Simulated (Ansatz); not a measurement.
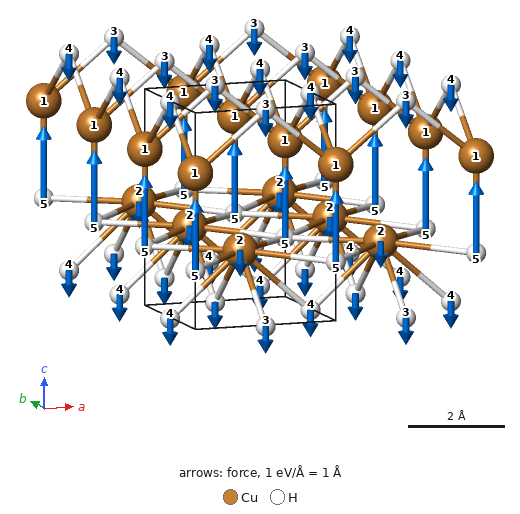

Starting geometry of a crystal of Cu₂H₃ (a generated structure, set up in P4mm) (coarse preliminary run) with the computed forces as blue arrows. A ball-and-stick model of the cell of the calculation, repeated 2 × 3 × 1 with one cell outlined, seen slightly off an axis.

Method: DFT PBE, scalar-relativistic, plane waves, PAW (Ansatz 0.2.0).

Input file:
```yaml
crystal:
  lattice:
    - [3.11217631, 0.0, 0.0]
    - [0.0, 3.11217631, 0.0]
    - [0.0, 0.0, 4.58385862]
  atoms:
    - { symbol: Cu, position: [0.0, 0.0, 0.72112864] }
    - { symbol: Cu, position: [0.5, 0.5, 0.28981033] }
    - { symbol: H, position: [0.5, 0.0, 0.99346125] }
    - { symbol: H, position: [0.0, 0.5, 0.99346125] }
    - { symbol: H, position: [0.0, 0.0, 0.27213845] }
basis:
  ecutwfc: 420
kpoints:
  mp_grid: { grid: [6, 6, 4] }
hamiltonian:
  xc: pbe
scf:
  occupations: { method: gaussian, width: 0.1 }
  lower_state_search: "off"
output:
  forces: true
  stress: true
  eigenvalues: true
relax:
  adjacent_minimum: "off"
  f_tol: 0.04
  max_steps: 70
  cell: { stress_tol: 0.4 }
```

Launched with:
```bash
ansatz run input.yaml --threads 1 --pin off --max-ram 2560MiB --backend cpu --events-out ev --progress --plain --runs-dir out
```

Is this structure relaxed? If not, where do the atoms go?

Answer. It isn't relaxed: the largest force vector, on H5, is 1.54 eV/Å. The final displacements follow the starting forces only in part (cosine between the two patterns 0.77). H5 moves most relative to the cell: 0.38 Å along +c. Largest moves by element: H 0.38 Å, Cu 0.17 Å. The volume changes by −18.5 %, with a = b 3.112 → 2.843 Å (−8.7 %), c 4.584 → 4.475 Å (−2.4 %). Among the contacts that change: Cu1–H5 2.058 → 1.662 Å, Cu1–H3 1.995 → 1.675 Å, Cu2–H3 2.066 → 2.285 Å, Cu2–H5 2.202 → 2.015 Å. Bond angles that change, for instance: H3–Cu1–H3 102.5° → 116.1°, Cu1–H3–Cu1 102.5° → 116.1°, H3–Cu1–H4 66.9° → 73.7°. The space group stays P4mm (No. 99). The energy falls by 249 meV per atom in 9 accepted moves (10 points after the start). Largest force component: 1.5 eV/Å at the start, 0.0088 eV/Å at the end. The pressure goes from −17.19 to −0.02 GPa. At 1 point the geometry stayed and the basis and grid were re-selected for the new cell (energy shift of 1.7 meV per atom at most each time). The run took 32 s on 1 thread of Arm Neoverse V2 (shared host), peak memory 0.33 GiB.
